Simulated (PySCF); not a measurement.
# C4H8BN: the cost of one run

The runs use PySCF 2.14.0, with density-fitted response routines of our own; the level of theory stands in each step. All values are computed, except where a source is named. Atoms are numbered from 0 throughout.

### 1 The molecule as given

14 atoms, charge 0, multiplicity 1; geometry from: PBE0-D3(BJ)/def2-SVP.

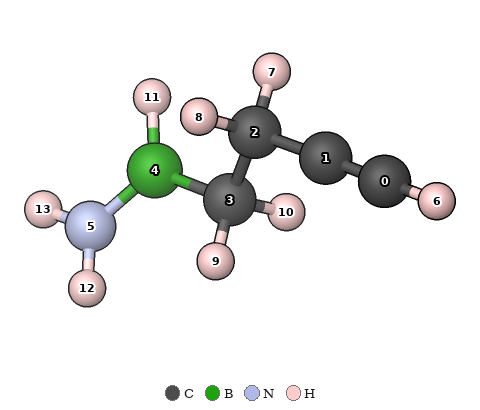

As it starts; carbon dark grey, boron green, nitrogen light blue, hydrogen pink, atoms numbered.

### 2 NMR shieldings: HF/pcSseg-1

What the job is given:

```
{"job": {"kind": "nmr", "xc": "HF", "basis": "pcSseg-1", "pop": false}, "charge": 0, "multiplicity": 1}
C     -3.578917    -0.723519     0.228410
C     -2.485299    -0.202951     0.263539
C     -1.154424     0.392482     0.296008
C     -0.014328    -0.621206     0.126838
B      1.425467     0.022270     0.204278
N      2.462637    -0.389320    -0.627446
H     -4.553447    -1.173783     0.200681
H     -1.028736     0.935565     1.248653
H     -1.097335     1.164665    -0.491143
H     -0.162992    -1.199488    -0.801279
H     -0.081823    -1.358049     0.949499
H      1.671913     0.891077     1.018037
H      2.354509    -1.100953    -1.339702
H      3.399167    -0.012565    -0.568622
```

With the program's defaults for keys left out, this is: GIAO HF/pcSseg-1 NMR shielding, non-relativistic, gas phase.

Launch:

```bash
OMP_NUM_THREADS=1 python probes_run.py task.json out
```

The driver reads the jobs from task.json and runs them one after another.

Q: Estimate the wall time and peak memory of this first job on 1 thread of Arm Neoverse V2, shared host.

About 4.7 s, with a peak of 0.73 GiB.
